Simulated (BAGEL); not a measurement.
# CH7NSi (SiH3(NHMe)): HF/STO-3G (density fitting with qzvpp-jkfit)

What is the vertical ionisation energy of CH7NSi (SiH3(NHMe)) at HF/STO-3G (density fitting with qzvpp-jkfit)? 

Program for the calculation: BAGEL 1.2.2.

**1. The system as given**

CH7NSi has 10 atoms, charge 0, and is taken as a singlet. As SMILES, `[H][Si]([H])([H])NC`. Geometry: relaxed at GFN2-xTB.

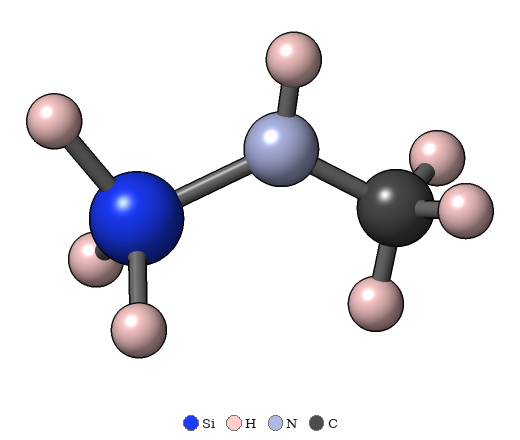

The structure, seen from a chosen angle (silicon blue, hydrogen pink, nitrogen light blue, carbon dark grey).

**2. The energy at HF/STO-3G (density fitting with qzvpp-jkfit)**

calc.json reads:

```json
{ "bagel" : [

{
  "title" : "molecule",
  "basis" : "sto-3g",
  "df_basis" : "qzvpp-jkfit",
  "angstrom" : "true",
  "geometry" : [
    { "atom" : "Si", "xyz" : [       0.565090,       0.977310,       0.865240 ] },
    { "atom" : "H", "xyz" : [       0.506010,       0.899320,       2.321820 ] },
    { "atom" : "H", "xyz" : [       1.952630,       1.004180,       0.382030 ] },
    { "atom" : "H", "xyz" : [      -0.106200,       2.183260,       0.360110 ] },
    { "atom" : "N", "xyz" : [      -0.239160,      -0.436230,       0.333750 ] },
    { "atom" : "C", "xyz" : [      -0.471120,      -0.811260,      -1.036120 ] },
    { "atom" : "H", "xyz" : [      -0.617760,      -1.098540,       0.989190 ] },
    { "atom" : "H", "xyz" : [      -1.542170,      -0.876000,      -1.257490 ] },
    { "atom" : "H", "xyz" : [      -0.032030,      -0.062270,      -1.690820 ] },
    { "atom" : "H", "xyz" : [      -0.015290,      -1.779770,      -1.267710 ] }
  ]
},

{
  "title" : "hf"
},

{
  "title" : "print",
  "file" : "orbitals.molden",
  "orbitals" : "true"
}

]}
```

The run is started by

```
BAGEL_NUM_THREADS=1 BAGEL calc.json > calc.out
```

The log of the run:

```text
* using 1 threads per process

  ===============================================================
  ===============================================================

  *** Geometry ***

  { "atom" : "Si", "xyz" : [      1.067865,      1.846848,      1.635067 ] },
  { "atom" : "H", "xyz" : [      0.956220,      1.699468,      4.387604 ] },
  { "atom" : "H", "xyz" : [      3.689936,      1.897625,      0.721932 ] },
  { "atom" : "H", "xyz" : [     -0.200689,      4.125763,      0.680509 ] },
  { "atom" : "N", "xyz" : [     -0.451947,     -0.824355,      0.630696 ] },
  { "atom" : "C", "xyz" : [     -0.890288,     -1.533059,     -1.957983 ] },
  { "atom" : "H", "xyz" : [     -1.167397,     -2.075940,      1.869298 ] },
  { "atom" : "H", "xyz" : [     -2.914279,     -1.655400,     -2.376312 ] },
  { "atom" : "H", "xyz" : [     -0.060528,     -0.117673,     -3.195187 ] },
  { "atom" : "H", "xyz" : [     -0.028894,     -3.363278,     -2.395625 ] },

  Number of auxiliary basis functions:      406

  Since a DF basis is specified, we compute 2- and 3-index integrals:
    o Being stored without compression. Storage requirement is 0.002 GB

  Number of basis functions:       26
  Number of electrons      :       34

    * METHOD: MOLECULE                             0.11

  *** RHF ***

  === Nuclear Repulsion ===
   116.8646124710

      * DIIS with orbital gradients will be used.

  === RHF iteration (sto-3g) ===
      0       -380.79193056          0.01121093           0.01
      1       -380.82099010          0.00266121           0.01
      2       -380.82288389          0.00064625           0.01
      3       -380.82302083          0.00004604           0.01
      4       -380.82302180          0.00001306           0.01
      5       -380.82302187          0.00000155           0.01
      6       -380.82302187          0.00000025           0.01
      7       -380.82302187          0.00000005           0.01
      8       -380.82302187          0.00000001           0.01
    * SCF iteration converged.

    * Permanent dipole moment:
           (    0.006716,    -0.000904,    -0.096363) a.u.

    * METHOD: HF                                   0.17

    * METHOD: PRINT                                0.00

  ===============================================================
```

Wall time 0.44 s (1 thread of Arm Neoverse V2, shared host); peak memory 0.085 GiB.

**3. The doublet cation at the same level**

input.json reads:

```json
{ "bagel": [

{
  "title": "molecule",
  "basis": "sto-3g",
  "df_basis": "qzvpp-jkfit",
  "angstrom": true,
  "geometry": [
    { "atom": "Si", "xyz": [    0.565090,    0.977310,    0.865240 ] },
    { "atom": "H", "xyz": [    0.506010,    0.899320,    2.321820 ] },
    { "atom": "H", "xyz": [    1.952630,    1.004180,    0.382030 ] },
    { "atom": "H", "xyz": [   -0.106200,    2.183260,    0.360110 ] },
    { "atom": "N", "xyz": [   -0.239160,   -0.436230,    0.333750 ] },
    { "atom": "C", "xyz": [   -0.471120,   -0.811260,   -1.036120 ] },
    { "atom": "H", "xyz": [   -0.617760,   -1.098540,    0.989190 ] },
    { "atom": "H", "xyz": [   -1.542170,   -0.876000,   -1.257490 ] },
    { "atom": "H", "xyz": [   -0.032030,   -0.062270,   -1.690820 ] },
    { "atom": "H", "xyz": [   -0.015290,   -1.779770,   -1.267710 ] }
  ]
},
{
  "title": "uhf",
  "charge": 1,
  "nopen": 1
},
{
  "title": "print",
  "file": "orbitals.molden",
  "orbitals": true
}

]}
```

The run is started by

```
BAGEL_NUM_THREADS=1 BAGEL input.json > input.out
```

The log of the run:

```text
* using 1 threads per process

  ===============================================================
  ===============================================================

  *** Geometry ***

  { "atom" : "Si", "xyz" : [      1.067865,      1.846848,      1.635067 ] },
  { "atom" : "H", "xyz" : [      0.956220,      1.699468,      4.387604 ] },
  { "atom" : "H", "xyz" : [      3.689936,      1.897625,      0.721932 ] },
  { "atom" : "H", "xyz" : [     -0.200689,      4.125763,      0.680509 ] },
  { "atom" : "N", "xyz" : [     -0.451947,     -0.824355,      0.630696 ] },
  { "atom" : "C", "xyz" : [     -0.890288,     -1.533059,     -1.957983 ] },
  { "atom" : "H", "xyz" : [     -1.167397,     -2.075940,      1.869298 ] },
  { "atom" : "H", "xyz" : [     -2.914279,     -1.655400,     -2.376312 ] },
  { "atom" : "H", "xyz" : [     -0.060528,     -0.117673,     -3.195187 ] },
  { "atom" : "H", "xyz" : [     -0.028894,     -3.363278,     -2.395625 ] },

  Number of auxiliary basis functions:      406

  Since a DF basis is specified, we compute 2- and 3-index integrals:
    o Being stored without compression. Storage requirement is 0.002 GB

  Number of basis functions:       26
  Number of electrons      :       34

    * METHOD: MOLECULE                             0.11

  *** Open-shell HF ***

  === Nuclear Repulsion ===
   116.8646124710

      * DIIS with orbital gradients will be used.

  === UHF iteration (sto-3g) ===
      0       -380.57222335          0.02638729           0.02
      1       -380.63095980          0.00762345           0.02
      2       -380.63776371          0.00320955           0.02
      3       -380.63928713          0.00135854           0.02
      4       -380.63973969          0.00018902           0.02
      5       -380.63976823          0.00003796           0.02
      6       -380.63977443          0.00000969           0.02
      7       -380.63977619          0.00000554           0.02
      8       -380.63977699          0.00000357           0.02
      9       -380.63977730          0.00000154           0.02
     10       -380.63977731          0.00000026           0.02
     11       -380.63977731          0.00000008           0.02
     12       -380.63977731          0.00000004           0.02
     13       -380.63977731          0.00000001           0.02
    * SCF iteration converged.

    * S^2 (UHF) is 0.7631

    * Permanent dipole moment:
           (    0.447738,     0.781611,     0.030261) a.u.

    * METHOD: UHF                                  0.39

    * METHOD: PRINT                                0.00

  ===============================================================
```

It took 0.66 s on 1 thread of Arm Neoverse V2, shared host; peak memory 0.085 GiB.

**4. Outcome**

Level: HF/STO-3G (density fitting with qzvpp-jkfit).

```
                                          quantity          value
                      singlet CH7NSi: total energy  -380.82302 Eh
                     singlet CH7NSi: dipole moment         0.25 D
                       singlet CH7NSi: HOMO energy       -7.27 eV
                       singlet CH7NSi: LUMO energy       13.83 eV
                     singlet CH7NSi: HOMO–LUMO gap       21.10 eV
                      doublet cation: total energy  -380.63978 Eh
                              doublet cation: ⟨S²⟩          0.763
vertical ionisation energy (to the doublet cation)       4.986 eV
```

**Reading.** The vertical ionisation energy comes to 4.99 eV (481 kJ/mol). −ε(HOMO) before ionisation, 7.27 eV, is 2.28 eV above this ionisation energy. In a minimal basis such a difference can be off by several eV, whatever the method.
